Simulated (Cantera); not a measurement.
Feed: 1 mol Zr, 7.5 mol O2, equilibrated at 9.40 bar.

Equilibrium computed with Cantera from the NASA thermochemical tables; the gas is ideal and each condensed phase is pure. Candidate condensed phases: Zr, ZrO2; 6 gas species. The numbers say what is thermodynamically allowed, not how fast it happens.

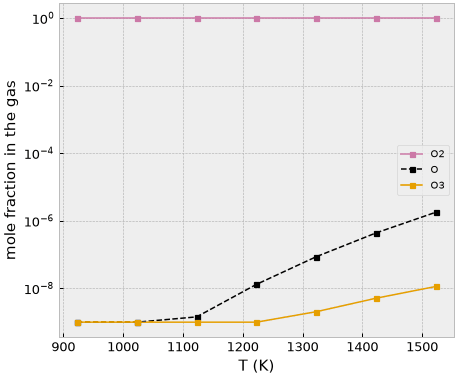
Figure: Equilibrium gas composition (values under 1e-9 drawn at 1e-9)

From 923 K to 1423 K the condensed part is ZrO2(monoclinic). At 1523 K the condensed part is ZrO2(tetragonal).
